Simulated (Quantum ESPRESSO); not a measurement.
# CaCu2O3: parallel and opposed starts

Aim: find out which collinear order of CaCu2O3 costs least.

Method: LDA; plane waves with GBRV 1.5 LDA potentials, no spin-orbit coupling, in Quantum ESPRESSO 7.5.

## (1) Starting point

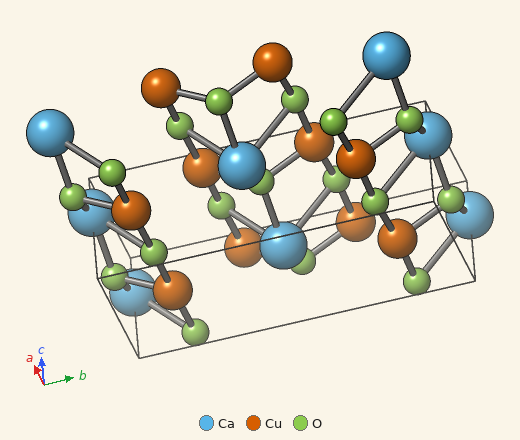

Start, viewed from a free direction; calcium blue, copper orange, oxygen green. 2×1×1 cells are drawn. Some periodic images of atoms are drawn too.

The cell comes from the Crystallography Open Database.

## (2) Start 1: ferro ++++

The signs are those of the starting moments on the seeded atoms, the atoms that are given a moment.

Contents of pw.in:

```
&CONTROL
  calculation = 'scf'
  prefix = 'pwscf'
  outdir = './tmp'
  pseudo_dir = './pseudo'
  disk_io = 'nowf'
/
&SYSTEM
  ibrav = 0
  nat = 12
  ntyp = 3
  ecutwfc = 40
  ecutrho = 280
  nbnd = 85
  occupations = 'smearing'
  smearing = 'fd'
  degauss = 0.00367493
  nspin = 2
  starting_magnetization(1) = 0
  starting_magnetization(2) = 0.0526
  starting_magnetization(3) = 0
/
&ELECTRONS
  conv_thr = 2.4d-08
  electron_maxstep = 150
  mixing_beta = 0.3
/
ATOMIC_SPECIES
Ca     40.0780 ca_lda_v1.uspp.F.UPF
Cu     63.5460 cu_lda_v1.2.uspp.F.UPF
O      15.9990 o_lda_v1.2.uspp.F.UPF
CELL_PARAMETERS angstrom
   4.1100000000    0.0000000000    0.0000000000
   0.0000000000    9.8500000000    0.0000000000
   0.0000000000    0.0000000000    3.4700000000
ATOMIC_POSITIONS crystal
Ca      0.0000000000    0.0000000000    0.6567000000
Ca      0.5000000000    0.5000000000    0.3433000000
Cu      0.5000000000    0.8340000000    0.1534000000
Cu      0.5000000000    0.1660000000    0.1534000000
Cu      0.0000000000    0.3340000000    0.8466000000
Cu      0.0000000000    0.6660000000    0.8466000000
O       0.0000000000    0.8290000000    0.1290000000
O       0.0000000000    0.1710000000    0.1290000000
O       0.5000000000    0.3290000000    0.8710000000
O       0.5000000000    0.6710000000    0.8710000000
O       0.5000000000    0.0000000000    0.4150000000
O       0.0000000000    0.5000000000    0.5850000000
K_POINTS automatic
6 2 6 0 0 0
```

Command:

```bash
> OMP_NUM_THREADS=1 mpirun -n 4 pw.x -nk 4 -in pw.in > pw.out
```

Log:

```text
Program PWSCF v.7.5 starts

     Message from routine setup:
     using ibrav=0 with symmetry is DISCOURAGED, use correct ibrav instead

     K-points division:     npool     =       4
     Subspace diagonalization in iterative solution of the eigenvalue problem:

     G-vector sticks info
     --------------------
     sticks:   dense  smooth     PW     G-vecs:    dense   smooth      PW
     Sum        3223    1841    561                75041    32451    5475

     Using Slab Decomposition

     bravais-lattice index     =            0
     lattice parameter (alat)  =       7.7668  a.u.
     unit-cell volume          =     947.9908 (a.u.)^3
     number of atoms/cell      =           12
     number of atomic types    =            3
     number of electrons       =       132.00
     number of Kohn-Sham states=           85
     kinetic-energy cutoff     =      40.0000  Ry
     charge density cutoff     =     280.0000  Ry
     scf convergence threshold =      2.4E-08
     mixing beta               =       0.3000
     number of iterations used =            8  plain     mixing
     Exchange-correlation= SLA  PZ   NOGX NOGC
                           (   1   1   0   0   0   0   0)

     celldm(1)=   7.766774  celldm(2)=   0.000000  celldm(3)=   0.000000
     celldm(4)=   0.000000  celldm(5)=   0.000000  celldm(6)=   0.000000

     crystal axes: (cart. coord. in units of alat)
               a(1) = (   1.000000   0.000000   0.000000 )
               a(2) = (   0.000000   2.396594   0.000000 )
               a(3) = (   0.000000   0.000000   0.844282 )

     reciprocal axes: (cart. coord. in units 2 pi/alat)
               b(1) = (  1.000000  0.000000  0.000000 )
               b(2) = (  0.000000  0.417259  0.000000 )
               b(3) = (  0.000000  0.000000  1.184438 )

     PseudoPot. # 1 for Ca read from file:
     ca_lda_v1.uspp.F.UPF
     Pseudo is Ultrasoft + core correction, Zval = 10.0
     Generated by new atomic code, or converted to UPF format
     Using radial grid of  845 points,  6 beta functions with:
                l(1) =   0
                l(2) =   0
                l(3) =   1
                l(4) =   1
                l(5) =   2
                l(6) =   2
     Q(r) pseudized with  8 coefficients,  rinner =    1.500   1.500   1.500
                                                       1.500   1.500

     PseudoPot. # 2 for Cu read from file:
     cu_lda_v1.2.uspp.F.UPF
     Pseudo is Ultrasoft + core correction, Zval = 19.0
     Generated by new atomic code, or converted to UPF format
     Using radial grid of  867 points,  6 beta functions with:
                l(1) =   0
                l(2) =   0
                l(3) =   1
                l(4) =   1
                l(5) =   2
                l(6) =   2
     Q(r) pseudized with  8 coefficients,  rinner =    1.150   1.150   1.150
                                                       1.150   1.150

     PseudoPot. # 3 for O  read from file:
     o_lda_v1.2.uspp.F.UPF
     Pseudo is Ultrasoft + core correction, Zval =  6.0
     Generated by new atomic code, or converted to UPF format
     Using radial grid of  737 points,  5 beta functions with:
                l(1) =   0
                l(2) =   0
                l(3) =   1
                l(4) =   1
                l(5) =   2
     Q(r) pseudized with  8 coefficients,  rinner =    0.900   0.900   0.900
                                                       0.900   0.900

     atomic species   valence    mass     pseudopotential
     Ca               10.00    40.07800     Ca( 1.00)
     Cu               19.00    63.54600     Cu( 1.00)
     O                 6.00    15.99900     O ( 1.00)

     Starting magnetic structure
     atomic species   magnetization
     Ca              0.000
     Cu              0.053
     O               0.000

      8 Sym. Ops., with inversion, found ( 4 have fractional translation)

   Cartesian axes

     site n.     atom                  positions (alat units)
         1        Ca     tau(   1) = (   0.0000000   0.0000000   0.5544401  )
         2        Ca     tau(   2) = (   0.5000000   1.1982968   0.2898421  )
         3        Cu     tau(   3) = (   0.5000000   1.9987591   0.1295129  )
         4        Cu     tau(   4) = (   0.5000000   0.3978345   0.1295129  )
         5        Cu     tau(   5) = (   0.0000000   0.8004623   0.7147693  )
         6        Cu     tau(   6) = (   0.0000000   1.5961314   0.7147693  )
         7        O      tau(   7) = (   0.0000000   1.9867762   0.1089124  )
         8        O      tau(   8) = (   0.0000000   0.4098175   0.1089124  )
         9        O      tau(   9) = (   0.5000000   0.7884793   0.7353698  )
        10        O      tau(  10) = (   0.5000000   1.6081144   0.7353698  )
        11        O      tau(  11) = (   0.5000000   0.0000000   0.3503771  )
        12        O      tau(  12) = (   0.0000000   1.1982968   0.4939051  )

     number of k points=    32  Fermi-Dirac smearing, width (Ry)=  0.0037
                       cart. coord. in units 2pi/alat
        k(    1) = (   0.0000000   0.0000000   0.0000000), wk =   0.0138889
        k(    2) = (   0.0000000   0.0000000   0.1974063), wk =   0.0277778
        k(    3) = (   0.0000000   0.0000000   0.3948127), wk =   0.0277778
        k(    4) = (   0.0000000   0.0000000  -0.5922190), wk =   0.0138889
        k(    5) = (   0.0000000  -0.2086294   0.0000000), wk =   0.0138889
        [... 27 further k-points ...]

     Dense  grid:    75041 G-vectors     FFT dimensions: (  48, 100,  36)

     Smooth grid:    32451 G-vectors     FFT dimensions: (  32,  80,  27)

     Check: negative core charge=   -0.000003
     Generating pointlists ...
     new r_m :   0.2228 (alat units)  1.7302 (a.u.) for type    1
     new r_m :   0.1877 (alat units)  1.4578 (a.u.) for type    2
     new r_m :   0.1877 (alat units)  1.4578 (a.u.) for type    3

     Initial potential from superposition of free atoms

     starting charge     127.9905, renormalised to     132.0000
     Starting wfcs are   96 randomized atomic wfcs

     Self-consistent Calculation

     iteration #  1     ecut=    40.00 Ry     beta= 0.30
     Davidson diagonalization with overlap
     ethr =  1.00E-02,  avg # of iterations =  2.4

     total energy              =   -1957.27370417 Ry
     estimated scf accuracy    <       3.25713770 Ry

     total magnetization       =     1.53 Bohr mag/cell
     absolute magnetization    =     1.88 Bohr mag/cell

     iteration #  2     ecut=    40.00 Ry     beta= 0.30
     Davidson diagonalization with overlap
     ethr =  2.47E-03,  avg # of iterations =  2.2

     total energy              =   -1957.98384583 Ry
     estimated scf accuracy    <       1.02202052 Ry

     total magnetization       =     0.66 Bohr mag/cell
     absolute magnetization    =     0.86 Bohr mag/cell

     iteration #  3     ecut=    40.00 Ry     beta= 0.30
     Davidson diagonalization with overlap
     ethr =  7.74E-04,  avg # of iterations =  1.1

     total energy              =   -1958.07979277 Ry
     estimated scf accuracy    <       0.12630274 Ry

     total magnetization       =     0.61 Bohr mag/cell
     absolute magnetization    =     0.81 Bohr mag/cell

     [... further iterations left out ...]

     iteration # 10     ecut=    40.00 Ry     beta= 0.30
     Davidson diagonalization with overlap
     ethr =  1.24E-08,  avg # of iterations =  2.8

     total energy              =   -1958.10236804 Ry
     estimated scf accuracy    <       0.00000541 Ry

     total magnetization       =    -0.00 Bohr mag/cell
     absolute magnetization    =     0.00 Bohr mag/cell

     iteration # 11     ecut=    40.00 Ry     beta= 0.30
     Davidson diagonalization with overlap
     ethr =  4.10E-09,  avg # of iterations =  1.9

     total energy              =   -1958.10236824 Ry
     estimated scf accuracy    <       0.00000092 Ry

     total magnetization       =    -0.00 Bohr mag/cell
     absolute magnetization    =     0.00 Bohr mag/cell

     iteration # 12     ecut=    40.00 Ry     beta= 0.30
     Davidson diagonalization with overlap
     ethr =  6.98E-10,  avg # of iterations =  2.1

     total energy              =   -1958.10236846 Ry
     estimated scf accuracy    <       0.00000009 Ry

     total magnetization       =     0.00 Bohr mag/cell
     absolute magnetization    =     0.00 Bohr mag/cell

     iteration # 13     ecut=    40.00 Ry     beta= 0.30
     Davidson diagonalization with overlap
     ethr =  6.51E-11,  avg # of iterations =  2.9

     Magnetic moment per site  (integrated on atomic sphere of radius R)
     atom   1 (R=0.223)  charge=  7.4035  magn= -0.0000
     atom   2 (R=0.223)  charge=  7.4035  magn= -0.0000
     atom   3 (R=0.188)  charge= 16.2200  magn= -0.0000
     atom   4 (R=0.188)  charge= 16.2200  magn= -0.0000
     atom   5 (R=0.188)  charge= 16.2200  magn= -0.0000
     atom   6 (R=0.188)  charge= 16.2200  magn= -0.0000
     atom   7 (R=0.188)  charge=  5.0870  magn=  0.0001
     atom   8 (R=0.188)  charge=  5.0870  magn=  0.0001
     atom   9 (R=0.188)  charge=  5.0870  magn=  0.0001
     atom  10 (R=0.188)  charge=  5.0870  magn=  0.0001
     atom  11 (R=0.188)  charge=  5.1540  magn=  0.0000
     atom  12 (R=0.188)  charge=  5.1540  magn=  0.0000

     End of self-consistent calculation

     [... lines left out ...]
     the Fermi energy is     9.8178 ev

!    total energy              =   -1958.10236850 Ry
     estimated scf accuracy    <       0.00000002 Ry
     smearing contrib. (-TS)   =      -0.00107074 Ry
     internal energy E=F+TS    =   -1958.10129776 Ry

     The total energy is F=E-TS. E is the sum of the following terms:
     one-electron contribution =   -1464.77138156 Ry
     hartree contribution      =     796.07183452 Ry
     xc contribution           =    -219.50121466 Ry
     ewald contribution        =   -1069.90053606 Ry

     total magnetization       =     0.00 Bohr mag/cell
     absolute magnetization    =     0.00 Bohr mag/cell

     convergence has been achieved in  13 iterations

=------------------------------------------------------------------------------=
   JOB DONE.
=------------------------------------------------------------------------------=
```

It took 2.2 min on 4 MPI ranks of Arm Neoverse V2, shared host; peak memory 1.2 GiB; 8.9 min of CPU time.

Spin moment in the atom's sphere by atom:

```csv
atom,spin moment in the atom's sphere (μB)
Ca1,0.0000
Ca2,0.0000
Cu3,0.0000
Cu4,0.0000
Cu5,0.0000
Cu6,0.0000
O7,0.0001
O8,0.0001
O9,0.0001
O10,0.0001
O11,0.0000
O12,0.0000
```

Numbers from this step:

```
smearing term TS       : 0.01457 eV
magnetization          : 0 μB
absolute magnetization : 0 μB
final state            : non-magnetic
```

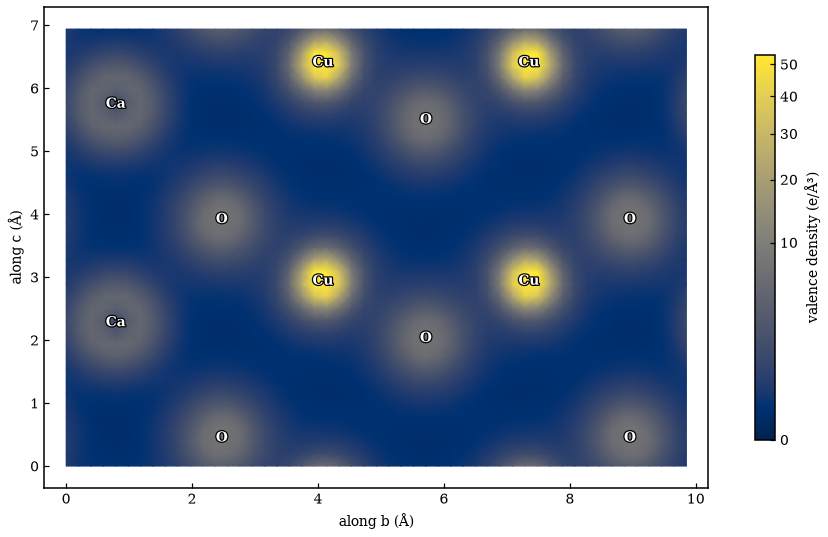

Valence density in the bc plane at fractional x = 0.000, with atoms of Ca and Cu and O within 0.2 Å of it. It is the smooth field of the valence electrons, not physical close to the nuclei. The map starts off the cell's origin, so that atoms lie inside it. The colour scale is stretched toward low values.

(Continued in part 2 of 2.)

[Logs and program files are shortened in this print: banners, set-up blocks, solver, clock and traceback lines can be left out without a mark of their own.]

[Logs are printed without paths, hosts, clocks, repeated set-up lines and the standing remarks that a program may print on its own settings, such as how far it seeks lower states.]

[Hosts, paths, dates, database ids (printed as entryN), source tags and the programs' standing remarks are cut or masked in the printed files.]

[Where a cell is said to come from a database of computed structures, the database is the Materials Project.]
